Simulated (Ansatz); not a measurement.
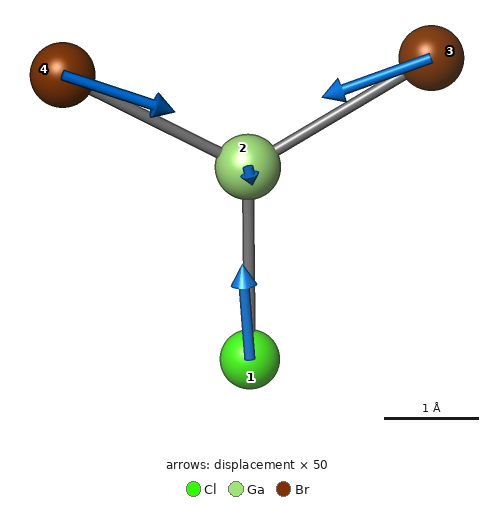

A relaxation of GaBr$_{2}$Cl. The starting structure is drawn; blue arrows show the displacements, 50 times their true length. The two geometries are superimposed by the best rigid fit.

Style: ball-and-stick. Shown at a tilt.

The start comes from PBE-D4/def2-SVP.

These are results of RKS PBE0-D4/def2-TZVP in Ansatz 0.2.0, not measurements. (force threshold 0.005 eV/Å; at most 150 steps)

What happened in the run?

The atom that moves furthest after the best rigid fit is Br4 (0.026 Å). Largest moves by element: Br 0.026 Å, Cl 0.022 Å, Ga 0.004 Å. Near-neighbour distances that change, for instance: Cl1–Ga2 2.143 → 2.117 Å, Ga2–Br3 2.281 → 2.258 Å. The energy falls by 0.014 eV in 3 geometry steps. Largest force component: 0.39 eV/Å at the start, 0.00014 eV/Å at the end. The run took about 2.3 core-minutes on a shared host.
